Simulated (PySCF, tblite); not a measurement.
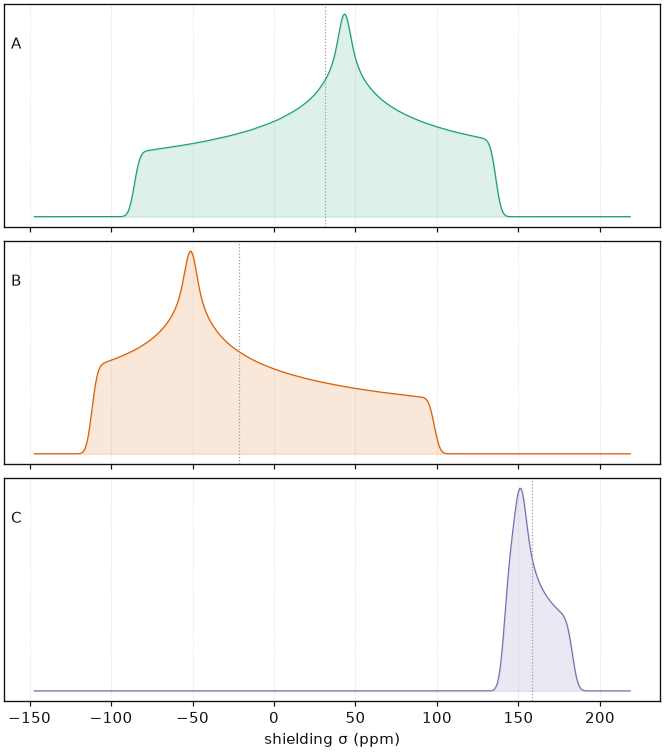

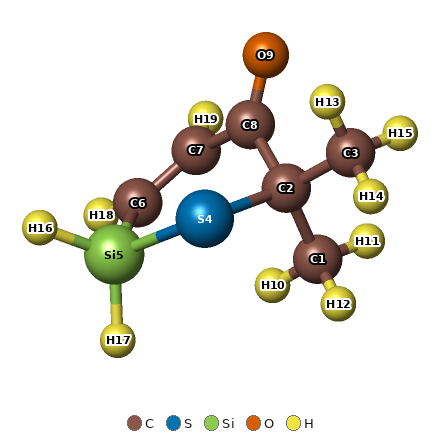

Static powder patterns (¹³C) from GIAO shielding tensors of C₆H₁₀OSSi, SMILES CC1(C)S[SiH2]C=CC1=O, PBE0/pcSseg-1 with PySCF 2.14.0, at a GFN2-xTB geometry (a minimum by its frequencies); absolute shielding, one fixed geometry of the isolated molecule without any motion, no dipolar terms. The dotted line is the isotropic value; skew is 3(σiso − σ22)/span.

The panels belong to C3, C7 and C8. Which is which?

Answer. panel A: C7, σ11, σ22, σ33 = −86, 43, 136 ppm, isotropic 31, span 222 ppm, skew −0.16; panel B: C8, σ11, σ22, σ33 = −112, −51, 98 ppm, isotropic −22, span 210 ppm, skew 0.42; panel C: C3, σ11, σ22, σ33 = 141, 151, 183 ppm, isotropic 159, span 42 ppm, skew 0.52.

Known limits of this run: the tight-binding geometry is rougher than a DFT one and adds to the error; one conformer of a flexible molecule.
